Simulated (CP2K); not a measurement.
**InBH3OF (SMILES FB[O][InH2]), run twice**

Wanted: energy and gradient of InBH3OF, GFN1-xTB.

The calculation is run with CP2K 2026.2.

4 further runs of the same task are left out: 1 that didn't finish, 3 set aside as unsound or not needed.

### Step 1. Starting point

InBH3OF: 7 atoms, total charge 0, spin state singlet. As SMILES, `FB[O][InH2]`. Geometry: a GFN2-xTB relaxation, a rough one for these elements and not checked as a minimum. This is one conformer, not always the lowest.

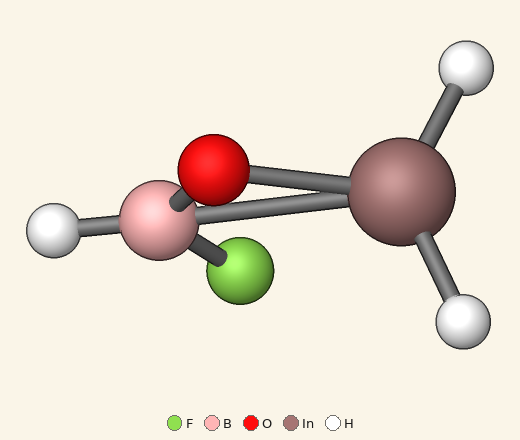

Viewed from a chosen angle; fluorine green, boron pink, oxygen red, indium brown, hydrogen white.

### Step 2. The input as first written

Input file molecule.inp:

```
&GLOBAL
    PROJECT_NAME molecule
    RUN_TYPE ENERGY_FORCE
    PRINT_LEVEL MEDIUM
&END GLOBAL

&FORCE_EVAL
    METHOD QS
    &DFT
        CHARGE 0
        MULTIPLICITY 1
        &QS
            METHOD XTB
            EPS_DEFAULT 1.0E-10
            &XTB
                GFN_TYPE 1
                CHECK_ATOMIC_CHARGES F
            &END XTB
        &END QS
        &POISSON
            PERIODIC NONE
            POISSON_SOLVER ANALYTIC
        &END POISSON
        &SCF
            SCF_GUESS ATOMIC
            EPS_SCF 1.0E-07
            MAX_SCF 100
            ADDED_MOS 8
            &DIAGONALIZATION
                ALGORITHM STANDARD
            &END DIAGONALIZATION
            &MIXING
                METHOD BROYDEN_MIXING
                ALPHA 0.4
                NBUFFER 8
            &END MIXING
            &SMEAR ON
                METHOD FERMI_DIRAC
                ELECTRONIC_TEMPERATURE [K] 300
            &END SMEAR
        &PRINT
            &MOMENTS
                PERIODIC F
                REFERENCE COM
                MAX_MOMENT 1
            &END MOMENTS
            &MO ON
                ENERGIES T
                OCCUPATION_NUMBERS T
                NDIGITS 6
                &EACH
                    QS_SCF 0
                &END EACH
                ADD_LAST NUMERIC
            &END MO
            &HIRSHFELD OFF
            &END HIRSHFELD
        &END PRINT
    &END DFT
    &SUBSYS
        &CELL
            ABC [angstrom] 11.9 10.8 11.5
            PERIODIC NONE
        &END CELL
        &COORD
            F     -0.149090    -1.377520     0.435560
            B      1.044350    -0.631530     0.657680
            O      1.017230     0.575320     0.210410
            In    -0.871410     0.775950    -0.639350
            H      1.894520    -1.203490     1.216940
            H     -2.017170     1.445230     0.412760
            H     -0.918430     0.416040    -2.294000
        &END COORD
        &TOPOLOGY
            &CENTER_COORDINATES
            &END CENTER_COORDINATES
        &END TOPOLOGY
    &END SUBSYS
    &PRINT
        &FORCES ON
        &END FORCES
    &END PRINT
&END FORCE_EVAL
```

On the command line:

```
$ OMP_NUM_THREADS=1 cp2k.psmp -i molecule.inp -o molecule.out
```

What it wrote:

```text
Possible matches for unknown subsection

 MOMENTS

   subsection MOMENTS in section %__ROOT__%FORCE_EVAL%DFT%ENERGY_CORRECTION%PRINT score:  110
   subsection MOMENTS in section %__ROOT__%FORCE_EVAL%DFT%REAL_TIME_PROPAGATION%PRINT score:  110
   subsection MOMENTS in section %__ROOT__%FORCE_EVAL%DFT%PRINT score:  110
   subsection MOMENTS_FT in section %__ROOT__%FORCE_EVAL%DFT%REAL_TIME_PROPAGATION%PRINT score:  107
   enum SILENT in section %__ROOT__%GLOBAL%PRINT for keyword _SECTION_PARAMETERS_ score:  106

 *******************************************************************************
 *   ___                                                                       *
 *  /   \                                                                      *
 * [ABORT]                                                                     *
 *  \___/               unknown subsection MOMENTS of section PRINT            *
 *    |                                                                        *
 *  O/|                                                                        *
 * /| |                                                                        *
 * / \                                               input/input_parsing.F:192 *
 *******************************************************************************

 ===== Routine Calling Stack =====

            6 section_vals_parse
            5 section_vals_parse
            4 section_vals_parse
            3 section_vals_parse
            2 section_vals_parse
            1 read_input
```

Wall time 0.88 s (1 thread of Intel Xeon Platinum 8488C (Sapphire Rapids), shared host); peak memory 0.16 GiB.

### Step 3. What went wrong

The program refused the input.

The log says `\___/               unknown subsection MOMENTS of section PRINT`. The fault: a section of the input isn't closed.

### Step 4. Second attempt

Input file job.inp:

```
&FORCE_EVAL
    METHOD QUICKSTEP
    &DFT
        &QS
            METHOD XTB
            EPS_DEFAULT 1.0E-10
            &XTB
                GFN_TYPE 1
                CHECK_ATOMIC_CHARGES F
            &END XTB
        &END QS
        # no periodic images
        &POISSON
            PERIODIC NONE
            POISSON_SOLVER ANALYTIC
        &END POISSON
        &SCF
            SCF_GUESS ATOMIC
            EPS_SCF 1.0E-07
            MAX_SCF 100
            ADDED_MOS 8
            EPS_DIIS 0.01
            &DIAGONALIZATION
                ALGORITHM STANDARD
            &END DIAGONALIZATION
            &MIXING
                METHOD BROYDEN_MIXING
                ALPHA 0.4
                NBUFFER 8
            &END MIXING
            &SMEAR ON
                METHOD FERMI_DIRAC
                ELECTRONIC_TEMPERATURE [K] 300
            &END SMEAR
        &END SCF
        # extra output
        &PRINT
            &MOMENTS
                PERIODIC F
                REFERENCE COM
                MAX_MOMENT 1
            &END MOMENTS
            &MO ON
                ENERGIES T
                OCCUPATION_NUMBERS T
                NDIGITS 6
                &EACH
                    QS_SCF 0
                &END EACH
                ADD_LAST NUMERIC
            &END MO
            &HIRSHFELD OFF
            &END HIRSHFELD
        &END PRINT
    &END DFT
    # structure
    &SUBSYS
        # vacuum box
        &CELL
            ABC 11.9 10.8 11.5
            PERIODIC NONE
        &END CELL
        &COORD
            F     -0.149090    -1.377520     0.435560
            B      1.044350    -0.631530     0.657680
            O      1.017230     0.575320     0.210410
            In    -0.871410     0.775950    -0.639350
            H      1.894520    -1.203490     1.216940
            H     -2.017170     1.445230     0.412760
            H     -0.918430     0.416040    -2.294000
        &END COORD
        &TOPOLOGY
            &CENTER_COORDINATES
            &END CENTER_COORDINATES
        &END TOPOLOGY
    &END SUBSYS
    # extra output
    &PRINT
        &FORCES ON
        &END FORCES
    &END PRINT
&END FORCE_EVAL
&GLOBAL
    PROJECT_NAME job
    RUN_TYPE ENERGY_FORCE
    PRINT_LEVEL MEDIUM
&END GLOBAL
```

On the command line:

```
$ OMP_NUM_THREADS=1 cp2k.psmp job.inp > job.out
```

What it wrote:

```text
CP2K| version string:                                       CP2K version 2026.2
[...]
 GLOBAL| Method name                                                        CP2K
[...]
 GLOBAL| Run type                                                   ENERGY_FORCE
[...]
                             - Atoms:                                          7
[...]
                             - Spherical basis functions:                     27
[...]
 Number of electrons:                                                         22
[...]
     1 NoMix/Diag. 0.40E+00    0.0     1.28395275       -14.2810607216 -1.43E+01
[...]
    50 Broy./Diag. 0.40E+00    0.0     0.00000005       -14.4839761225 -5.72E-09
  *** SCF run converged in    50 steps ***
[...]
  Fermi energy:                                                -0.21111172305732
[...]
 TB_DIPOLE| Moment [Debye]         -1.94794127       1.16074236      -1.22172849
 TB_DIPOLE| Derivative [a.u.]       0.00000000       0.00000000       0.00000000
[...]
 ENERGY| Total FORCE_EVAL ( QS ) energy [hartree]            -14.483976117735088
 FORCES| Atomic forces [hartree/bohr]
 FORCES|   Atom     x               y               z               |f|
 FORCES|      1 -2.43501157E-03  1.75802998E-03 -1.55412013E-03   3.38160319E-03
 FORCES|      2  3.10259036E-03 -4.40543431E-03  3.00640288E-03   6.17028174E-03
 FORCES|      3  1.42388991E-03  8.36475363E-03 -2.59755271E-03   8.87377292E-03
 FORCES|      4 -1.53675145E-02  2.27315452E-03 -7.32029115E-03   1.71730718E-02
 FORCES|      5  3.11758091E-03 -5.21395120E-03  3.11646033E-03   6.82765867E-03
 FORCES|      6  6.46588826E-03 -2.80448734E-03 -9.07592604E-04   7.10609489E-03
 FORCES|      7  3.69257662E-03  2.79347136E-05  6.25669338E-03   7.26513004E-03
 FORCES| Sum     8.32667268E-17  2.72541321E-16  2.08166817E-17
 FORCES| Total atomic force                                       2.85736686E-16
[...]
```

Run time: 0.94 s. Hardware: 1 thread of Intel Xeon Platinum 8488C (Sapphire Rapids), shared host; peak memory 0.19 GiB.

### Step 5. Results

Level: GFN1-xTB.

```
                                 quantity         value
                             total energy  -14.48398 Eh
dipole moment (from atomic charges alone)        2.58 D
                              HOMO energy     -11.93 eV
                              LUMO energy      -4.85 eV
                            HOMO–LUMO gap       7.08 eV
                        dispersion energy  -4.01 kJ/mol
                 largest force on an atom    0.883 eV/Å
```

**Reading.** The dipole comes from point charges on the atoms alone, without atomic dipoles, so it is partial. The largest force is 0.88 eV/Å: the shape isn't a stationary point for this species at this level.
